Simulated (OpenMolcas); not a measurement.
**Multiconfigurational calculation: F⁵⁺ (part 2 of 2)**

The same run, continued: F⁵⁺. Method: state-averaged CASSCF, active space 2 electrons in the shells 2s 2p 3s 3p, basis ANO-RCC, DKH2 scalar Hamiltonian, spin-orbit coupling by RASSI with atomic mean-field integrals (OpenMolcas).

Log (extracts), continued:
```
--- RASSI ---
SPIN-FREE ENERGIES:
  (Shifted by EMIN (a.u.) =        -88.1296430390)

 SF State       Relative EMIN(au)   Rel lowest level(eV)    D:o, cm**(-1)      L_eff

     4             0.0000000000        0.0000000000              0.0000         0.0
    10             0.4469581170       12.1623499583          98095.9680         1.0
    11             0.4469581170       12.1623499583          98095.9680         1.0
    12             0.4469581170       12.1623499583          98095.9680         1.0
    13             0.9036332731       24.5891140179         198324.5795         1.0
    14             0.9036332731       24.5891140179         198324.5795         1.0
    15             0.9036332731       24.5891140179         198324.5795         1.0
     2             1.1584127815       31.5220176309         254242.2182         1.0
     3             1.1584127815       31.5220176309         254242.2182         1.0
     1             1.1584127815       31.5220176309         254242.2182         1.0
     5             1.2975544877       35.3082563390         284780.2929         2.0
     6             1.2975544877       35.3082563390         284780.2929         2.0
     7             1.2975544877       35.3082563390         284780.2929         2.0
     8             1.2975544887       35.3082563673         284780.2931         2.0
     9             1.2975544887       35.3082563673         284780.2931         2.0
     Dipole printing threshold changed to   1.00000000E+00

++ Dipole transition strengths (spin-free states):
   -----------------------------------------------
     for osc. strength at least  1.00000000E+00

  ( Max oscillator strength is only   0.14843355179765971      )
--
Eigenvalues of complex Hamiltonian:
   -----------------------------------
  (Shifted by EMIN (a.u.) =        -88.1296430390)

 SO State       Relative EMIN(au)   Rel lowest level(eV)    D:o, cm**(-1)     J-value

     1            -0.0000006859        0.0000000000              0.0000         0.0
     2             0.4444083836       12.0929868425          97536.5167        -0.0
     3             0.4456759013       12.1274777565          97814.7047         0.8
     4             0.4456759013       12.1274777565          97814.7047         0.7
     5             0.4456759013       12.1274777565          97814.7047         0.7
     6             0.4482329837       12.1970595139          98375.9194         1.1
     7             0.4482329837       12.1970595139          98375.9194         1.7
     8             0.4482329837       12.1970595139          98375.9194         1.4
     9             0.4482329837       12.1970595139          98375.9194         1.8
    10             0.4482329837       12.1970595139          98375.9194         1.7
    11             0.9036406221       24.5893326596         198326.3430         0.8
    12             0.9036406221       24.5893326596         198326.3430         0.6
    13             0.9036406221       24.5893326596         198326.3430         0.8
    14             1.1558816919       31.4531618376         253686.8588         0.0
    15             1.1571468937       31.4875897343         253964.5385         0.7
    16             1.1571468937       31.4875897343         253964.5385         0.7
    17             1.1571468937       31.4875897343         253964.5385         0.9
    18             1.1596557122       31.5558581626         254515.1605         1.7
    19             1.1596557122       31.5558581625         254515.1605         1.3
    20             1.1596557122       31.5558581626         254515.1605         1.7
    21             1.1596557122       31.5558581625         254515.1605         1.8
    22             1.1596557122       31.5558581625         254515.1605         1.3
    23             1.2975774448       35.3088996995         284785.4819         1.8
    24             1.2975774448       35.3088996996         284785.4819         1.2
    25             1.2975774448       35.3088996996         284785.4819         1.4
    26             1.2975774458       35.3088997279         284785.4821         1.7
    27             1.2975774458       35.3088997279         284785.4821         1.7
Weights of the five most important spin-orbit-free states for each spin-orbit state.

 SO State  Total energy (au)           Spin-free states, spin, and weights
 -------------------------------------------------------------------------------------------------------
    1        -0.000001       4 0.0  1.0000    2 1.0  0.0000    3 1.0  0.0000    1 1.0  0.0000    5 0.0  0.0000
    2         0.444408      10 1.0  0.3333   12 1.0  0.3333   11 1.0  0.3333   15 0.0  0.0000   13 0.0  0.0000
    3         0.445676      12 1.0  0.3780   11 1.0  0.3683   10 1.0  0.2537   13 0.0  0.0000   14 0.0  0.0000
    4         0.445676      10 1.0  0.4857   12 1.0  0.2909   11 1.0  0.2234   15 0.0  0.0000   13 0.0  0.0000
    5         0.445676      11 1.0  0.4083   12 1.0  0.3312   10 1.0  0.2605   14 0.0  0.0000   15 0.0  0.0000
    6         0.448233      11 1.0  0.4753   12 1.0  0.4507   10 1.0  0.0740   15 0.0  0.0000   14 0.0  0.0000
    7         0.448233      10 1.0  0.4695   12 1.0  0.4345   11 1.0  0.0960   15 0.0  0.0000   13 0.0  0.0000
    8         0.448233      12 1.0  0.5644   10 1.0  0.2222   11 1.0  0.2134   14 0.0  0.0000   13 0.0  0.0000
    9         0.448233      10 1.0  0.4617   11 1.0  0.4381   12 1.0  0.1002   14 0.0  0.0000   13 0.0  0.0000
   10         0.448233      11 1.0  0.4439   10 1.0  0.4393   12 1.0  0.1168   15 0.0  0.0000   14 0.0  0.0000
   11         0.903641      15 0.0  1.0000   11 1.0  0.0000   10 1.0  0.0000   12 1.0  0.0000   13 0.0  0.0000
   12         0.903641      14 0.0  1.0000   12 1.0  0.0000   11 1.0  0.0000   10 1.0  0.0000   15 0.0  0.0000
```

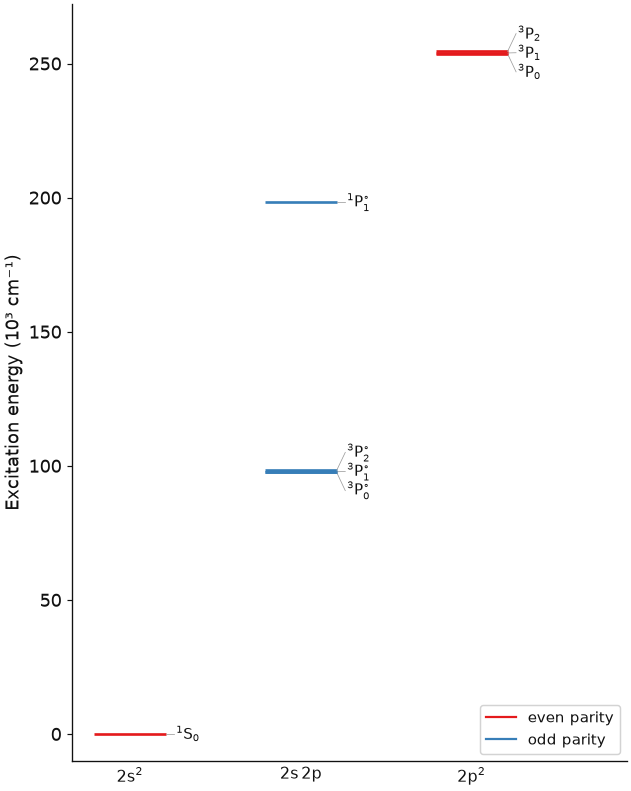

Level diagram of F VI (F⁵⁺). The lowest level is 2s² ¹S₀. The first excited level, 2s 2p ³P°₀, lies at 97,500 cm⁻¹. It is also the lowest level of opposite parity. The leading LS term holds 100 % of a level on average.

```csv
Configuration,Level,E (cm⁻¹),Landé g
2s²,¹S₀,0,–
2s 2p,³P°₀,"97,540",–
2s 2p,³P°₁,"97,810",1.501
2s 2p,³P°₂,"98,380",1.501
2s 2p,¹P°₁,"198,300",1.000
2p²,³P₀,"253,700",–
2p²,³P₁,"254,000",1.501
2p²,³P₂,"254,500",1.501
```

Input:
```
&GATEWAY
Coord
1

F 0.0 0.0 0.0
Basis=ANO-RCC
Group=XYZ
NoMove
AngMom=0.0 0.0 0.0
AMFI
&SEWARD
&RASSCF
FileOrb=start.orb
Symmetry=1
Spin=3
nActEl=2 0 0
Inactive=1 0
Ras2=1 3
CIRoot=3 3 1
SDav=3
CIMx=300
Iter=120 100
PrWF=0.3
OrbListing=Nothing
MaxOrb=0
Atom
>>> COPY $Project.JobIph JOBPRE
&RASSCF
FileOrb=start.orb
Symmetry=1
Spin=3
nActEl=2 0 0
Inactive=1 0
Ras2=2 6
CIRoot=3 3 1
SDav=16
CIMx=300
Iter=120 100
PrWF=0.3
OrbListing=Nothing
MaxOrb=0
Atom
>>> COPY $Project.JobIph JOB001
&RASSCF
FileOrb=start.orb
Symmetry=1
Spin=1
nActEl=2 0 0
Inactive=1 0
Ras2=2 6
CIRoot=6 6 1
SDav=24
CIMx=300
Iter=120 100
PrWF=0.3
OrbListing=Nothing
MaxOrb=0
Atom
>>> COPY $Project.JobIph JOB002
&RASSCF
FileOrb=start.orb
Symmetry=2
Spin=3
nActEl=2 0 0
Inactive=1 0
Ras2=2 6
CIRoot=3 3 1
SDav=12
CIMx=300
Iter=120 100
PrWF=0.3
OrbListing=Nothing
MaxOrb=0
Atom
>>> COPY $Project.JobIph JOB003
&RASSCF
FileOrb=start.orb
Symmetry=2
Spin=1
nActEl=2 0 0
Inactive=1 0
Ras2=2 6
CIRoot=3 3 1
SDav=12
CIMx=300
Iter=120 100
PrWF=0.3
OrbListing=Nothing
MaxOrb=0
Atom
>>> COPY $Project.JobIph JOB004
&RASSI
NrOfJobIphs=4 3 6 3 3
1 2 3
1 2 3 4 5 6
1 2 3
1 2 3
IphNames
JOB001
JOB002
JOB003
JOB004
EJob
SpinOrbit
DIPRint=1.0
SOCoupling=1000.0
Subsets=2
MEES
Property=10
'ANGMOM' 1 'ANGMOM' 2 'ANGMOM' 3 'MLTPL  1' 1 'MLTPL  1' 2 'MLTPL  1' 3
'AMFI' 1 'AMFI' 2 'AMFI' 3 'MLTPL  2' 6
SOProperty=3
'ANGMOM' 1 'ANGMOM' 2 'ANGMOM' 3
```

The file start.orb holds starting orbitals from an earlier step. A driver script formed the levels outside the program, from RASSI's spin-orbit matrix and the active-space energies, averaged over the components of each term or state.

Command:
```bash
OMP_NUM_THREADS=1 MOLCAS_MEM=2252 MOLCAS_PROJECT=a pymolcas a.inp > a.log  # once for each step of the input, in one work folder
```

Results in brief:

```
                                 quantity                                                                  value
                                  outcome                                                              converged
                             lowest level                                                                2s² ¹S₀
                      first excited level                                                2s 2p ³P°₀, 97,537 cm⁻¹
      energy of the lowest spin-free term                                                      −88.12964 hartree
    energy of the lowest spin-orbit level                                                      −88.12964 hartree
largest spread among components of a term                                                               0.0 cm⁻¹
                                 hardware  1 thread of AMD EPYC (Zen 5), 96 GiB of memory available, shared host
                                wall time                                                                   13 s
```

Notes:

Without dynamic correlation the gaps between configurations can be off by an electronvolt or more. Caveats: extra active shells serve correlation only, their own levels not computed; only configurations of the active space are included.
